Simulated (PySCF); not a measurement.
**C3H10OSi: excited-state calculation**

- system: C3H10OSi, SMILES C[SiH2]CCO
- method: TDDFT PBE0/aug-cc-pVDZ, vertical, gas phase, core orbitals frozen in the response (PySCF 2.14.0)

The geometry comes from this level: PBE0-D3(BJ)/def2-SVP.

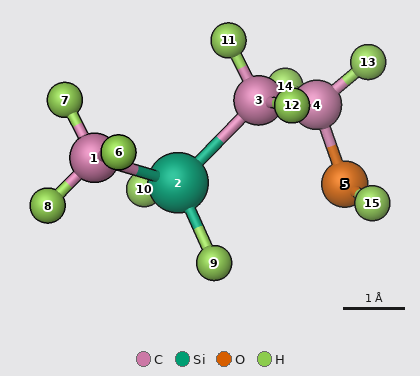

**Figure 1.** The input geometry (ball-and-stick view, seen at a tilt; atoms are numbered from 1 in the order of the input).

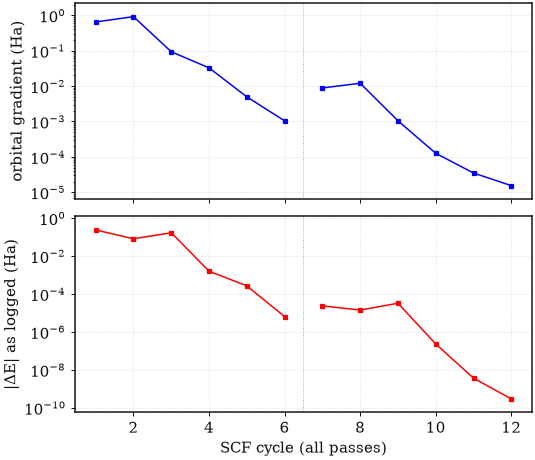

**Figure 2.** Convergence of the self-consistent field: orbital gradient and size of the energy change against the SCF cycle. The dotted line marks the change from a coarse to the final integration grid. The first 6 cycles use a coarse grid, the final grid takes over at cycle 7, and the field converges after 12 cycles in all.

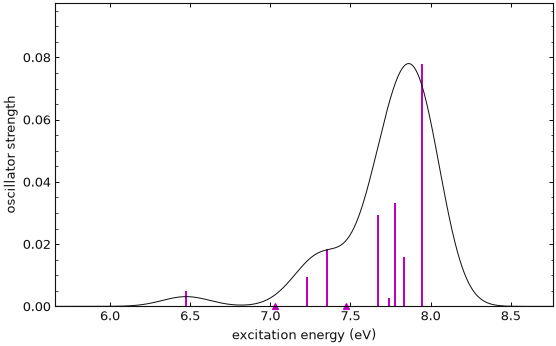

**Figure 3.** Computed excitations as sticks (degenerate states added up, dark ones marked on the axis), with a Gaussian envelope of 0.35 eV full width at half maximum, scaled to the tallest. Of the 10 states the lowest lies at 6.48 eV (f = 0.005); the strongest line is at 7.95 eV, or 156 nm (f = 0.078).

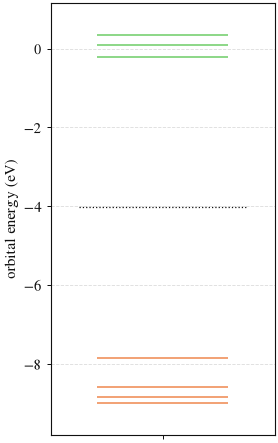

**Figure 4.** Orbital energies near the frontier; the dotted line parts filled from empty levels, and levels within 0.02 eV of each other stand side by side. Highest filled −7.85 eV, lowest empty −0.20 eV, 7.65 eV apart.

These pictures come from the run below.

### The input
```
{"job": {"kind": "uv", "xc": "PBE0", "basis": "aug-cc-pVDZ"}, "charge": 0, "multiplicity": 1}
C      2.442557    -0.219447    -0.335931
Si     0.750384     0.601167    -0.417803
C     -0.606738    -0.668112    -0.043150
C     -2.000655    -0.181407    -0.420690
O     -2.251910     1.134339     0.004782
H      2.620962    -0.652197     0.661200
H      2.526869    -1.029382    -1.077318
H      3.244230     0.508087    -0.535552
H      0.709356     1.718925     0.576603
H      0.527391     1.172362    -1.783444
H     -0.377187    -1.609133    -0.572923
H     -0.559452    -0.913347     1.034463
H     -2.773150    -0.882037    -0.044010
H     -2.100272    -0.164631    -1.517772
H     -2.162253     1.161763     0.963541
```

The first line tells a small driver script what to run in PySCF; the rest is the geometry in Å.

Run as:
```bash
OMP_NUM_THREADS=1 python <driver script> task.json out
```

### What the program printed
```
coarse grid: 12168 points
cycle   1  E = -484.6270263885  dE =  2.342e-01  |g| = 6.448e-01  |ddm| = 8.061e+00
cycle   2  E = -484.5465458112  dE =  8.048e-02  |g| = 9.128e-01  |ddm| = 2.294e+00
cycle   3  E = -484.7144804720  dE = -1.679e-01  |g| = 9.309e-02  |ddm| = 1.237e+00
cycle   4  E = -484.7160483859  dE = -1.568e-03  |g| = 3.261e-02  |ddm| = 1.942e-01
cycle   5  E = -484.7163128441  dE = -2.645e-04  |g| = 4.956e-03  |ddm| = 7.404e-02
cycle   6  E = -484.7163191755  dE = -6.331e-06  |g| = 1.039e-03  |ddm| = 1.202e-02
final grid: 110480 points
cycle   7  E = -484.7248424725  dE = -2.316e-05  |g| = 8.828e-03  |ddm| = 1.380e-01
cycle   8  E = -484.7248285164  dE =  1.396e-05  |g| = 1.200e-02  |ddm| = 3.753e-02
cycle   9  E = -484.7248605593  dE = -3.204e-05  |g| = 1.044e-03  |ddm| = 1.962e-02
cycle  10  E = -484.7248607858  dE = -2.265e-07  |g| = 1.262e-04  |ddm| = 1.705e-03
cycle  11  E = -484.7248607894  dE = -3.596e-09  |g| = 3.492e-05  |ddm| = 3.603e-04
cycle  12  E = -484.7248607897  dE = -2.861e-10  |g| = 1.538e-05  |ddm| = 1.118e-04
converged SCF energy = -484.7248607897

Static polarisability (au): isotropic 72.491, principal 64.759 69.252 83.462

Singlet excitations
state   eV       nm        f      main configurations
  1   6.4754    191.5   0.00502   H->L 0.79, H->L+1 0.16
  2   7.0293    176.4   0.00018   H->L+1 0.59, H->L 0.18, H->L+2 0.08
  3   7.2266    171.6   0.00952   H->L+2 0.72, H->L+1 0.14
  4   7.3508    168.7   0.01848   H-1->L 0.72, H->L+2 0.12
  5   7.4728    165.9   0.00023   H->L+3 0.87
  6   7.6689    161.7   0.02930   H-2->L 0.55, H-1->L+1 0.28
  7   7.7395    160.2   0.00257   H-1->L+1 0.39, H->L+4 0.25, H-2->L 0.25
  8   7.7792    159.4   0.03334   H->L+4 0.65, H-1->L+1 0.14
  9   7.8334    158.3   0.01571   H-3->L 0.85
 10   7.9457    156.0   0.07801   H-2->L+1 0.30, H->L+5 0.24, H-1->L+2 0.24

Triplet excitations (Tamm-Dancoff, eV): 6.2761 6.9203 7.0743 7.2140
```

### Summary

```csv
quantity,value
outcome,converged
total energy,−484.724861 hartree
HOMO,−7.85 eV
LUMO,−0.20 eV
dipole moment,2.13 D
mean polarisability,72.49 a.u.
lowest singlet excitation,6.48 eV
hardware,"1 CPU thread, shared host"
wall time,28 s
peak memory,0.8 GiB
```
